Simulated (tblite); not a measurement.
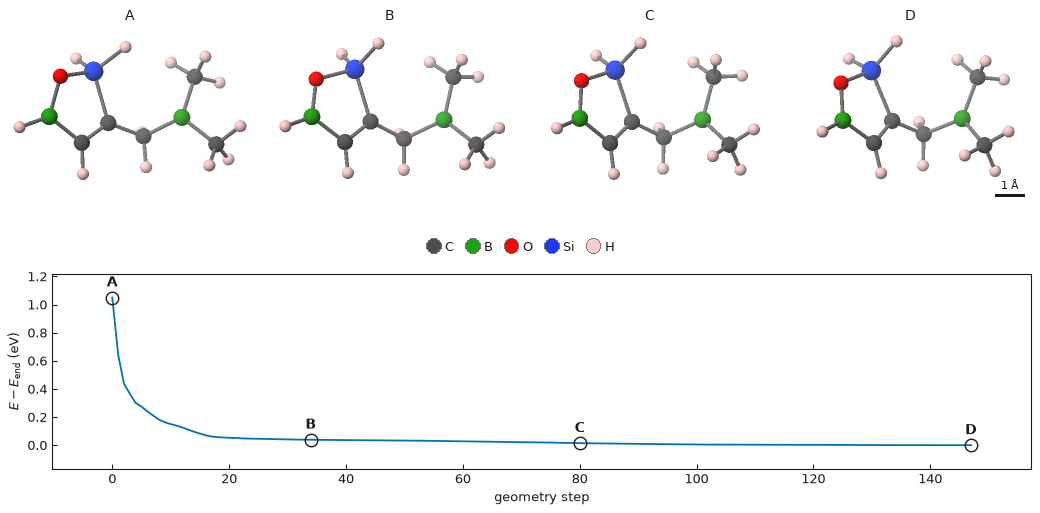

Frames of a relaxation of C5H12B2OSi, marked on the history of the run. The picture is a ball-and-stick view, seen at a tilt.

Theory: tblite 0.8.0, GFN2-xTB geometry optimisation, gas phase. 

### What happens along the run?

The atom that moves furthest after the best rigid fit is an H atom (1.03 Å). Largest moves by element: H 1.03 Å, B 0.56 Å, C 0.49 Å, O 0.34 Å, Si 0.16 Å. Among the contacts that change: B–O 1.460 → 1.359 Å, O–Si 1.747 → 1.649 Å, C–H 1.138 → 1.087 Å, B–C 1.614 → 1.575 Å. Bond angles that change, for instance: B–O–Si 101.6° → 114.9°, B–C–C 112.9° → 105.0°, B–C–H 105.4° → 112.9°. Groups turn about B–O by about 25°, O–Si by about 25°, C–C by about 20°. Over 147 geometry steps the energy falls by 1.050 eV. The run took 1.3 s on 1 thread of Arm Neoverse V1, on a shared host. From step 0 to 34: O and H atoms move most (0.45 Å), energy −1.011 eV. From step 34 to 80: H atoms move most (0.56 Å), energy −0.024 eV. From step 80 to 147: an H atom moves most (0.34 Å), energy −0.014 eV.

```tsv
step	E − E(0), eV
0	0.0000
1	-0.4054
2	-0.6130
3	-0.6834
4	-0.7498
5	-0.7758
6	-0.8102
7	-0.8394
8	-0.8683
9	-0.8872
10	-0.9000
17	-0.9887
24	-1.0039
32	-1.0105
39	-1.0135
46	-1.0154
53	-1.0183
60	-1.0226
68	-1.0276
75	-1.0315
82	-1.0373
89	-1.0403
97	-1.0439
104	-1.0461
111	-1.0466
118	-1.0470
125	-1.0482
133	-1.0495
140	-1.0499
147	-1.0502
```
